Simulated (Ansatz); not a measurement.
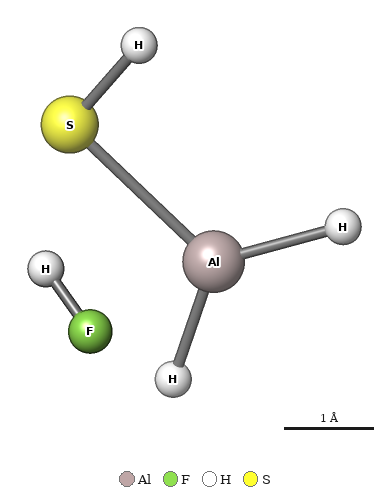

*The starting structure (ball-and-stick view, seen at a tilt). Sticks mark near contacts.*

**Geometry relaxation, with input and output: AlH₄SF**

- system: AlH₄SF
- method: UKS B3LYP/def2-SVP (Ansatz 0.2.0)

It belongs to a series of runs on one base structure; here: end point B relaxed.

**Input file**
```yaml
crystal:
  periodic: [false, false, false]
  atoms:
    - { symbol: Al, position_ang: [-0.13542, -1.004546, 0.46116] }
    - { symbol: F, position_ang: [-1.413302, 1.29501, -1.124553] }
    - { symbol: H, position_ang: [-0.671035, -2.096935, -0.543134] }
    - { symbol: H, position_ang: [-0.610309, -0.748945, 1.941448] }
    - { symbol: H, position_ang: [-0.515681, 1.419521, -1.254941] }
    - { symbol: S, position_ang: [1.624921, 0.177139, -0.290285] }
    - { symbol: H, position_ang: [1.720626, 0.958755, 0.810305] }
magnetization:
  spin_polarized: true
basis:
  gaussian: { orbitals: def2-SVP }
hamiltonian:
  xc: b3lyp
relax:
  f_tol: 0.03
  max_steps: 50
output:
  orbitals: {}
```

Launch command:
```bash
ansatz run input.yaml --threads 2 --pin off --max-ram 3072MiB --backend cpu --events-out ev --progress --plain --runs-dir out
```

**What the program printed**
```
The last accepted step is kept in [file] (removed where the run ends without a failure and the disk answers)
Engine: ansatz 0.2.0, x86_64-unknown-linux-gnu
Functional definition: B3LYP
  parameter a0 = 0.2
  parameter ax = 0.72
  parameter ac = 0.81
  exchange = (1 - a0 - ax)*slater_x + ax*b88_x + a0*exact_x
  correlation = (1 - ac)*vwn_rpa_c + ac*lyp_c
706 factors; integrals over basis functions are off by at most 3.2e-4 eV
mean field evaluation 1: about -20206.7434 eV, gradient 2.3e1 eV
mean field evaluation 2: about -20205.8928 eV, gradient 3.0e1 eV
mean field evaluation 4: about -20208.6876 eV, gradient 5.8e-1 eV
mean field evaluation 8: about -20208.6963 eV, gradient 4.8e-3 eV
mean field -20208.69632538 eV, -742.6558920115 hartree, gradient 3.9e-6 eV, S^2 0.000000; 0 other end points of the search recorded, 0 dependent functions left out
the calculation of the forces begins
reference -20208.69656256 eV, -742.6559007277 hartree; 21, 21 occupied and 49, 49 virtual orbitals, 706 factors
relax step   1: F+E_penalty+E_count = -20208.69632538 eV  Δ(F+E_penalty+E_count) = +0.000e0 eV  max|allowed force component| = 1.170e0 eV/Å  Δτ_max = 0.0000 Å  (26 SCF iters, accepted)
these checks for a lower state are left out or cut short: starts, cluster_reference, orbital_swaps, neighbouring_geometries, increment
706 factors; integrals over basis functions are off by at most 3.3e-4 eV
mean field evaluation 16: about -20208.7973 eV, gradient 1.6e-1 eV
mean field -20208.80738138 eV, -742.6599732440 hartree, gradient 1.6e-5 eV, S^2 0.000000; 0 other end points of the search recorded, 0 dependent functions left out
[... from here on the field's lines of each further geometry are left out, up to the last ...]
relax step   2: F+E_penalty+E_count = -20208.80738138 eV  Δ(F+E_penalty+E_count) = -1.111e-1 eV  max|allowed force component| = 2.307e-1 eV/Å  Δτ_max = 0.1944 Å  (28 SCF iters, accepted)
relax step   3: F+E_penalty+E_count = -20208.92553798 eV  Δ(F+E_penalty+E_count) = -1.182e-1 eV  max|allowed force component| = 5.379e-1 eV/Å  Δτ_max = 0.1958 Å  (28 SCF iters, accepted)
relax step   4: F+E_penalty+E_count = -20209.09727164 eV  Δ(F+E_penalty+E_count) = -1.717e-1 eV  max|allowed force component| = 6.437e-1 eV/Å  Δτ_max = 0.1953 Å  (27 SCF iters, accepted)
relax step   5: F+E_penalty+E_count = -20209.04820367 eV  Δ(F+E_penalty+E_count) = +4.907e-2 eV  max|allowed force component| = 1.253e0 eV/Å  Δτ_max = 0.1948 Å  (27 SCF iters, rejected (line search))
relax step   6: F+E_penalty+E_count = -20209.13335042 eV  Δ(F+E_penalty+E_count) = -3.608e-2 eV  max|allowed force component| = 4.654e-1 eV/Å  Δτ_max = 0.0971 Å  (25 SCF iters, accepted)
relax step   7: F+E_penalty+E_count = -20209.15698182 eV  Δ(F+E_penalty+E_count) = -2.363e-2 eV  max|allowed force component| = 1.562e-1 eV/Å  Δτ_max = 0.0954 Å  (27 SCF iters, accepted)
relax step   8: F+E_penalty+E_count = -20209.13906139 eV  Δ(F+E_penalty+E_count) = +1.792e-2 eV  max|allowed force component| = 3.368e-1 eV/Å  Δτ_max = 0.1460 Å  (29 SCF iters, rejected (line search))
relax step   9: F+E_penalty+E_count = -20209.16790667 eV  Δ(F+E_penalty+E_count) = -1.092e-2 eV  max|allowed force component| = 4.257e-2 eV/Å  Δτ_max = 0.0711 Å  (26 SCF iters, accepted)
relax step  10: F+E_penalty+E_count = -20209.16887728 eV  Δ(F+E_penalty+E_count) = -9.706e-4 eV  max|allowed force component| = 7.433e-2 eV/Å  Δτ_max = 0.0264 Å  (26 SCF iters, accepted)
relax step  11: F+E_penalty+E_count = -20209.16921831 eV  Δ(F+E_penalty+E_count) = -3.410e-4 eV  max|allowed force component| = 3.796e-2 eV/Å  Δτ_max = 0.0040 Å  (24 SCF iters, accepted)
the calculation of the forces begins
reference -20209.16952285 eV, -742.6732816976 hartree; 21, 21 occupied and 49, 49 virtual orbitals, 706 factors
relax step  12: F+E_penalty+E_count = -20209.16929145 eV  Δ(F+E_penalty+E_count) = -7.314e-5 eV  max|allowed force component| = 2.131e-2 eV/Å  Δτ_max = 0.0198 Å  (26 SCF iters, accepted)
706 factors; integrals over basis functions are off by at most 7.7e-4 eV
mean field evaluation 96: about -20209.1693 eV, gradient 5.1e-5 eV
```

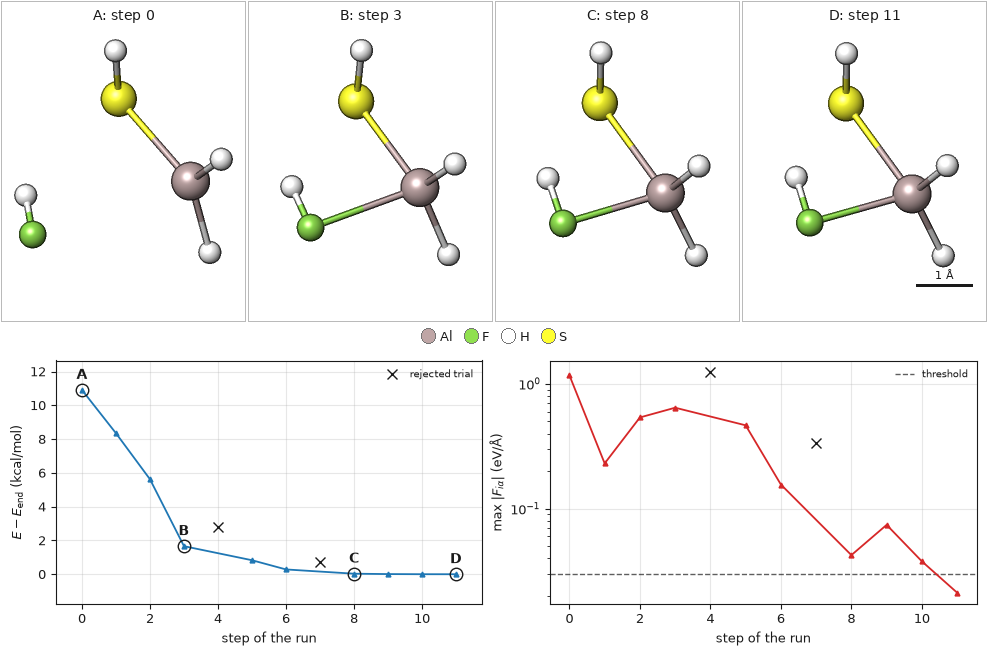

*Frames of the relaxation (ball-and-stick view, seen on its broad side) above the curves, on which the letters mark them (the first geometry is step 0 here and step 1 in the log).*

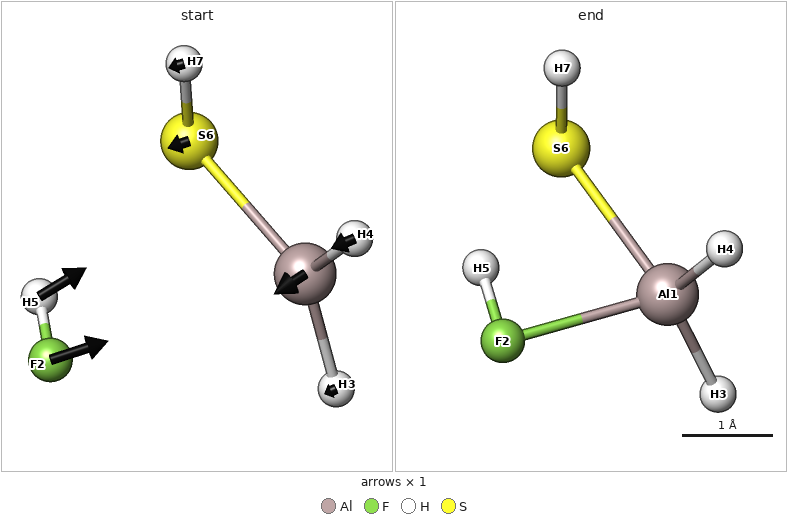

*Before (left) and after (right) the relaxation, at one scale (ball-and-stick view, seen on its broad side). The black arrows give the displacements, at true length.*

After 11 geometry steps the energy has fallen by 10.9 kcal/mol. Largest force component: 1.2 eV/Å at the start, 0.021 eV/Å at the end. The line search rejected the trial steps at points 4, 7 (counted from 0) and went back. The largest move after the best rigid fit is that of F2, 0.69 Å. By element the largest moves are F 0.69 Å, H 0.63 Å, Al 0.43 Å, S 0.26 Å. Distances before and after: Al1–F2 3.072 → 1.967 Å, F2–H5 0.916 → 1.038 Å, Al1–S6 2.249 → 2.334 Å. New bonds form: Al1–F2 (3.07 → 1.97 Å). Among the angles that change: H4–Al1–S6 117.7° → 113.7°, H3–Al1–S6 114.6° → 112.5°. (Atoms are counted from 1 in the order of the input.)

```
mean field -20209.16929145 eV, -742.6732731938 hartree, gradient 6.1e-5 eV, S^2 0.000000; 1 other end points of the search recorded, 0 dependent functions left out
the calculation of the forces begins
reference -20209.16952285 eV, -742.6732816976 hartree; 21, 21 occupied and 49, 49 virtual orbitals, 706 factors
Total energy: -20209.16952285 eV, -742.6732816976 hartree
Atom 0 at    -0.402675    -0.746291     0.233085 Å, force     0.007249    -0.018159     0.019275 eV/Å
Atom 1 at    -1.170111     0.801492    -0.706881 Å, force    -0.006187    -0.021314     0.010930 eV/Å
Atom 2 at    -0.723299    -2.004955    -0.659123 Å, force    -0.006083     0.013124    -0.002298 eV/Å
Atom 3 at    -0.737487    -0.554125     1.762352 Å, force    -0.014894     0.003255    -0.002454 eV/Å
Atom 4 at    -0.176750     1.058105    -0.864991 Å, force     0.014997     0.016839    -0.012808 eV/Å
Atom 5 at     1.533583     0.362709    -0.451307 Å, force     0.006825     0.010591    -0.017357 eV/Å
Atom 6 at     1.676538     1.083064     0.686865 Å, force    -0.001907    -0.004336     0.004711 eV/Å
Dipole moment:     0.017201     0.233235     0.074471 e Å
```

**Trajectory as extended XYZ (Å, eV, eV/Å), 12 frames, from step=1 to step=12**
```
7
Properties=species:S:1:pos:R:3:forces:R:3 step=1 energy=-20208.69633
Al   -0.1354   -1.0045    0.4612    0.1532   0.3186  -0.3011
F    -1.4133    1.2950   -1.1246   -0.9665  -0.3253   0.3048
H    -0.6710   -2.0969   -0.5431    0.0232   0.0023   0.0474
H    -0.6103   -0.7489    1.9414   -0.0284   0.0184   0.0086
H    -0.5157    1.4195   -1.2549    1.1699   0.0949  -0.1222
S     1.6249    0.1771   -0.2903   -0.3673  -0.1087   0.0236
H     1.7206    0.9588    0.8103    0.0160  -0.0002   0.0389
7
Properties=species:S:1:pos:R:3:forces:R:3 step=2 energy=-20208.80738
Al   -0.1796   -0.9381    0.4116   -0.1730   0.2307  -0.1964
F    -1.3351    1.1594   -1.0094   -0.0490  -0.2143   0.1428
H    -0.6816   -2.0765   -0.5568    0.0072   0.0156   0.0093
H    -0.6334   -0.7118    1.9064   -0.0150   0.0328  -0.0237
H    -0.4474    1.3721   -1.2254    0.1472  -0.0979   0.1186
S     1.5597    0.2376   -0.3334    0.1084   0.0633   0.0303
H     1.7173    0.9572    0.8070   -0.0258  -0.0301  -0.0810
7
Properties=species:S:1:pos:R:3:forces:R:3 step=3 energy=-20208.92554
Al   -0.2206   -0.8570    0.3520   -0.5379   0.1493  -0.1828
F    -1.2775    0.9966   -0.9171    0.3484  -0.1032   0.0792
H    -0.7022   -2.0319   -0.5846    0.0302   0.0184   0.0044
H    -0.6634   -0.6514    1.8563    0.0144   0.0540  -0.0510
H    -0.3936    1.2972   -1.1320   -0.3279  -0.2936   0.2642
S     1.5357    0.2868   -0.3726    0.5103   0.2405   0.0980
H     1.7213    0.9597    0.7980   -0.0374  -0.0654  -0.2120
7
Properties=species:S:1:pos:R:3:forces:R:3 step=4 energy=-20209.09727
Al   -0.2737   -0.7548    0.2711   -0.6437  -0.1397  -0.0241
F    -1.2435    0.8359   -0.8115   -0.0422  -0.2152   0.2017
H    -0.7210   -1.9779   -0.6232    0.0679   0.0201  -0.0057
H    -0.6988   -0.5701    1.7857    0.0355   0.0779  -0.0657
H    -0.3629    1.1750   -1.0107    0.1665   0.0118   0.0439
S     1.5660    0.3190   -0.3976    0.4398   0.2911   0.0636
H     1.7336    0.9729    0.7862   -0.0239  -0.0459  -0.2137
7
Properties=species:S:1:pos:R:3:forces:R:3 step=5 energy=-20209.04820 accepted=F
Al   -0.3661   -0.7021    0.1986    0.3098  -1.2531   0.8339
F    -1.1850    0.7113   -0.6737   -1.1929   0.7734  -0.5250
H    -0.7144   -1.9742   -0.6766    0.0263   0.0450   0.0425
H    -0.7397   -0.4772    1.7206    0.0009  -0.0686  -0.0197
H    -0.3034    1.0877   -0.8883    0.7899   0.3239  -0.1683
S     1.5789    0.3285   -0.4179    0.0989   0.2198  -0.0811
H     1.7296    1.0259    0.7374   -0.0328  -0.0404  -0.0823
7
Properties=species:S:1:pos:R:3:forces:R:3 step=6 energy=-20209.13335
Al   -0.3089   -0.7570    0.2588   -0.4654  -0.0671  -0.0268
F    -1.2093    0.8288   -0.7795   -0.2727  -0.2395   0.2045
H    -0.7190   -1.9935   -0.6322    0.0456   0.0176  -0.0065
H    -0.7212   -0.5615    1.7737    0.0306   0.0520  -0.0483
H    -0.3014    1.1398   -0.9444    0.2899   0.0849  -0.0455
S     1.5478    0.3320   -0.4210    0.3823   0.1802   0.0389
H     1.7118    1.0114    0.7444   -0.0102  -0.0282  -0.1163
7
Properties=species:S:1:pos:R:3:forces:R:3 step=7 energy=-20209.15698
Al   -0.3697   -0.7389    0.2330    0.0207  -0.1235   0.1417
F    -1.1998    0.8082   -0.6868    0.0175  -0.0345  -0.1473
H    -0.7051   -1.9951   -0.6614   -0.0034   0.0402  -0.0005
H    -0.7488   -0.5323    1.7511    0.0114  -0.0226   0.0026
H    -0.2532    1.0616   -0.9205    0.0923   0.1562   0.1033
S     1.5627    0.3506   -0.4336   -0.0943  -0.0610  -0.0902
H     1.7138    1.0460    0.7183   -0.0443   0.0452  -0.0096
7
Properties=species:S:1:pos:R:3:forces:R:3 step=8 energy=-20209.13906 accepted=F
Al   -0.3839   -0.7558    0.2264   -0.0068  -0.0942  -0.0166
F    -1.1769    0.7652   -0.7228    0.3006   0.3231   0.0965
H    -0.7157   -2.0173   -0.6590    0.0186  -0.0054   0.0259
H    -0.7622   -0.5205    1.7403    0.0235  -0.0295   0.0111
H    -0.2041    1.1158   -0.7942   -0.2258  -0.3368  -0.2562
S     1.5605    0.3295   -0.4553   -0.2003   0.2153   0.0990
H     1.6821    1.0831    0.6645    0.0902  -0.0724   0.0403
7
Properties=species:S:1:pos:R:3:forces:R:3 step=9 energy=-20209.16791
Al   -0.3803   -0.7510    0.2350   -0.0426  -0.0295   0.0210
F    -1.1811    0.7917   -0.7117   -0.0239   0.0422   0.0011
H    -0.7131   -2.0051   -0.6596    0.0033   0.0010   0.0119
H    -0.7496   -0.5340    1.7536    0.0085  -0.0243   0.0051
H    -0.2153    1.0830   -0.8644    0.0279  -0.0270  -0.0371
S     1.5419    0.3524   -0.4477    0.0259   0.0406  -0.0091
H     1.6973    1.0630    0.6948    0.0008  -0.0030   0.0072
7
Properties=species:S:1:pos:R:3:forces:R:3 step=10 energy=-20209.16888
Al   -0.3890   -0.7482    0.2366   -0.0107  -0.0089  -0.0211
F    -1.1727    0.7987   -0.7107   -0.0743  -0.0237   0.0316
H    -0.7195   -2.0039   -0.6554    0.0022  -0.0011  -0.0021
H    -0.7479   -0.5483    1.7594    0.0134   0.0032   0.0046
H    -0.1938    1.0676   -0.8648    0.0674   0.0345  -0.0451
S     1.5390    0.3648   -0.4570   -0.0074  -0.0013   0.0557
H     1.6839    1.0692    0.6920    0.0094  -0.0028  -0.0235
7
Properties=species:S:1:pos:R:3:forces:R:3 step=11 energy=-20209.16922
Al   -0.3906   -0.7489    0.2360   -0.0052   0.0064  -0.0079
F    -1.1740    0.7997   -0.7088   -0.0227  -0.0183   0.0123
H    -0.7197   -2.0047   -0.6565    0.0012   0.0022  -0.0027
H    -0.7461   -0.5485    1.7596    0.0069  -0.0016   0.0031
H    -0.1937    1.0677   -0.8684    0.0294   0.0162  -0.0155
S     1.5389    0.3641   -0.4531   -0.0171  -0.0356  -0.0271
H     1.6850    1.0706    0.6912    0.0074   0.0308   0.0380
7
Properties=species:S:1:pos:R:3:forces:R:3 step=12 energy=-20209.16929
Al   -0.4027   -0.7463    0.2331    0.0072  -0.0182   0.0193
F    -1.1701    0.8015   -0.7069   -0.0062  -0.0213   0.0109
H    -0.7233   -2.0050   -0.6591   -0.0061   0.0131  -0.0023
H    -0.7375   -0.5541    1.7624   -0.0149   0.0033  -0.0025
H    -0.1767    1.0581   -0.8650    0.0150   0.0168  -0.0128
S     1.5336    0.3627   -0.4513    0.0068   0.0106  -0.0174
H     1.6765    1.0831    0.6869   -0.0019  -0.0043   0.0047
```

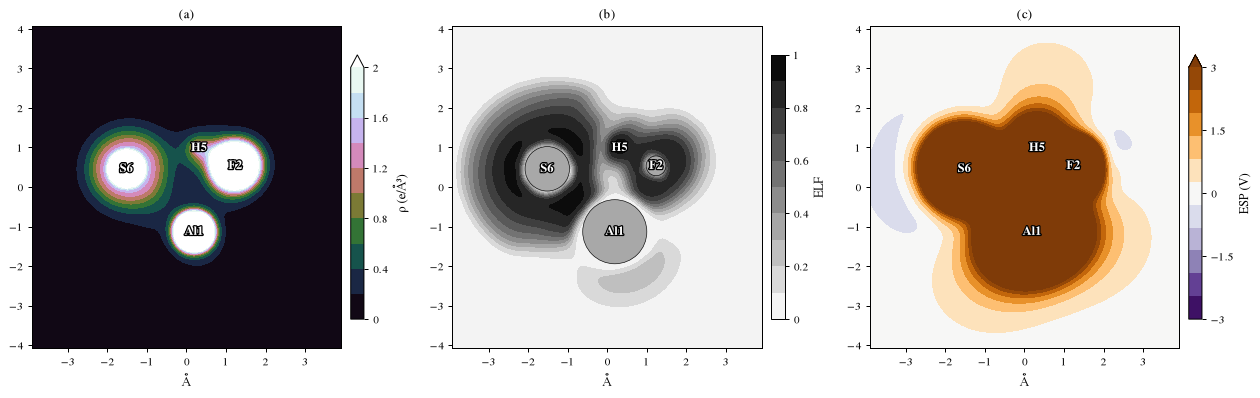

*(a) electron density; (b) electron localisation function; (c) electrostatic potential on the plane of atoms F2, Al1 and S6. Grey discs, where drawn, cover atomic cores.*

Atoms in the plane: Al, F, H and S. Al–S (2.33 Å): ρ at the midpoint is about 0.53 e/Å³; the ELF peaks at about 0.90 in the valence shell of S, 1.0 Å from its nucleus, and is about 0.90 at the midpoint. F–H (1.04 Å): ρ is about 3.6 e/Å³ halfway, with its minimum of 1.6 e/Å³ about 0.8 Å from F; the ELF climbs to about 0.95 towards the hydrogen, as it does in any bond to H.

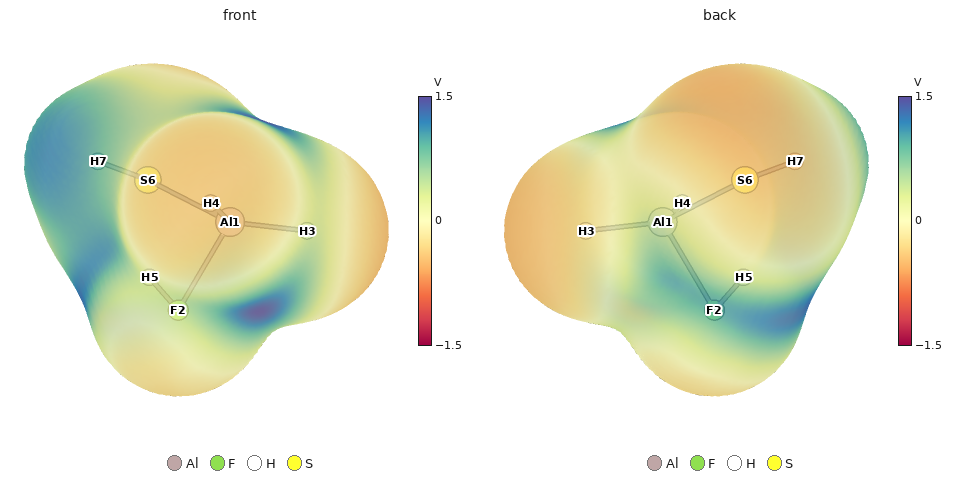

*The molecular electrostatic potential painted on the density surface at 0.001 e/bohr³, seen at a tilt and from behind; the colour scale runs from red (negative) to blue (positive).*

**Key numbers**

```tsv
quantity	value
outcome	converged
total energy	−20209.1695 eV
mean-field energy	−20209.1695 eV
largest force (length of the vector) at the end	0.027 eV/Å
hardware	2 threads of Intel Xeon (Sapphire Rapids), 16 GiB of memory available, shared host
wall time	19 s (CPU time 36 s)
peak memory	0.19 GiB
```
